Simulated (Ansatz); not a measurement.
**C₂H₇FOSi: small, medium and large basis sets**

Aim: see how fast density functionals converge with the basis set for C₂H₇FOSi.

The runs use Ansatz 0.2.0, Gaussian basis; one geometry, several basis sets.

Levels to be run: PBE0-D4/def2-SVP; ωB97M-V/def2-SVP; PBE0-D4/def2-QZVPP; ωB97M-V/def2-QZVPP; the functionals' def2-TZVPP values are taken from earlier runs.

### 1 The geometry

An earlier PBE0-D4 in a triple-zeta def2 set relaxation fixed the geometry.

12 atoms, charge 0, spin multiplicity 1.

Atoms are counted from 1 here; the program's logs count them from 0.

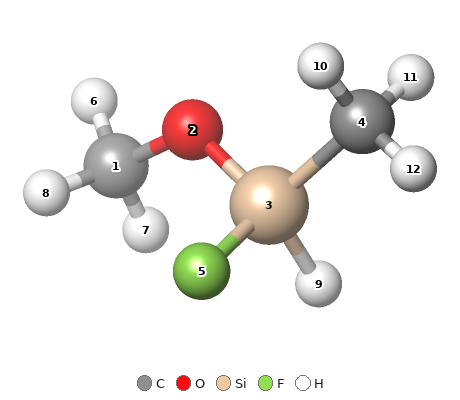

The geometry (carbon grey, oxygen red, silicon light orange, fluorine green, hydrogen white); atoms are numbered from 1 in the order of the file.

Coordinates:

```
C     0.5691    2.0044   -0.4529
O    -0.0973    0.9167    0.1491
Si    0.1378   -0.6460   -0.2436
C    -0.8446   -1.6851    0.9185
F    -0.3625   -0.9081   -1.7432
H     0.4585    2.8758    0.1945
H     1.6384    1.8011   -0.5829
H     0.1351    2.2355   -1.4301
H     1.5924   -0.9478   -0.2590
H    -1.9022   -1.4152    0.8722
H    -0.4994   -1.5430    1.9451
H    -0.7482   -2.7436    0.6661
```

### 2 PBE0-D4 in def2-SVP

in.yaml

```yaml
crystal:
  periodic: [false, false, false]
  atoms:
    - {symbol: C, position_ang: [0.569125, 2.004372, -0.452853]}
    - {symbol: O, position_ang: [-0.097302, 0.916735, 0.149116]}
    - {symbol: Si, position_ang: [0.137767, -0.645966, -0.243578]}
    - {symbol: C, position_ang: [-0.844631, -1.685111, 0.918525]}
    - {symbol: F, position_ang: [-0.362548, -0.908063, -1.743172]}
    - {symbol: H, position_ang: [0.458484, 2.875774, 0.194545]}
    - {symbol: H, position_ang: [1.638450, 1.801094, -0.582908]}
    - {symbol: H, position_ang: [0.135101, 2.235465, -1.430134]}
    - {symbol: H, position_ang: [1.592448, -0.947766, -0.259026]}
    - {symbol: H, position_ang: [-1.902223, -1.415156, 0.872228]}
    - {symbol: H, position_ang: [-0.499424, -1.543006, 1.945110]}
    - {symbol: H, position_ang: [-0.748247, -2.743572, 0.666149]}
basis:
  gaussian: {orbitals: def2-SVP}
hamiltonian: {xc: pbe0, dispersion: d4}
output: {orbitals: {seedname: orbitals}}
```

Launch:

```bash
> ansatz run in.yaml --threads 4 --pin off --events-out ev --progress --plain --max-ram 10444MiB
```

After this run come: ωB97M-V in def2-SVP; PBE0-D4 in def2-QZVPP; ωB97M-V in def2-QZVPP.

Q: Predict the results of all the runs planned. Wanted: PBE0-D4: double and triple zeta above quadruple; ωB97M-V: double and triple zeta above quadruple.

As calculated:

```
                                       quantity           value
PBE0-D4: double and triple zeta above quadruple  12.11, 0.69 eV
ωB97M-V: double and triple zeta above quadruple  12.36, 0.65 eV
```

**Reading.** For PBE0-D4 the step from double to triple zeta gains 11.42 eV and the next only 0.69 eV. These are total energies; as a rule much of such shifts cancels in differences, which this series doesn't test. The LUMO of ωB97M-V is positive and keeps falling with the basis (3.63 to 1.89 eV): an unbound level that the basis holds in place.
